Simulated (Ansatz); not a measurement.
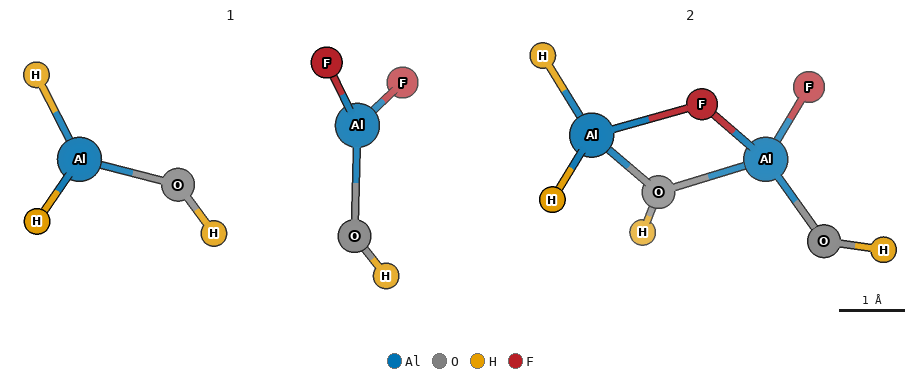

Two geometries of Al₂H₄O₂F₂, drawn at one scale. One is the start of a relaxation, the other its converged end. Style: ball-and-stick. Shown face on.

Theory: RHF/def2-SVP (Ansatz). Set-up: no spin polarisation; force threshold 0.03 eV/Å; at most 50 steps.

### Which geometry has the lower energy?

Structure 2 is the relaxed one. The run prepares an end point of a later path (reaction) calculation, from a guessed geometry. The energy falls by 222.0 kJ/mol in 20 accepted moves (21 points after the start). Largest force component: 1.6 eV/Å at the start, 0.0062 eV/Å at the end. The line search rejected the trial step at point 14 of the run. The largest move after the best rigid fit is that of an F atom, 1.48 Å. By element the largest moves are F 1.48 Å, H 1.34 Å, Al 0.98 Å, O 0.49 Å. Among the contacts that change: Al–F 4.235 → 1.845 Å, Al–Al 4.359 → 2.831 Å, Al–O 2.959 → 1.823 Å, Al–O 1.707 → 1.874 Å. New bonds form, among them: Al–F (4.24 → 1.84 Å), Al–O (2.96 → 1.82 Å). Bond angles that change, for instance: F–Al–F 119.1° → 108.6°, Al–O–H 124.7° → 132.8°, O–Al–H 119.1° → 111.7°. The run took 34 s on 2 threads of Arm Neoverse V1, on a shared host, peak memory 0.23 GiB.

Limits of the set-up: the start holds two separate molecules, 2.2 Å apart at their closest, whose relative position is a soft coordinate and is computed without a dispersion correction; Hartree-Fock leaves out electron correlation.
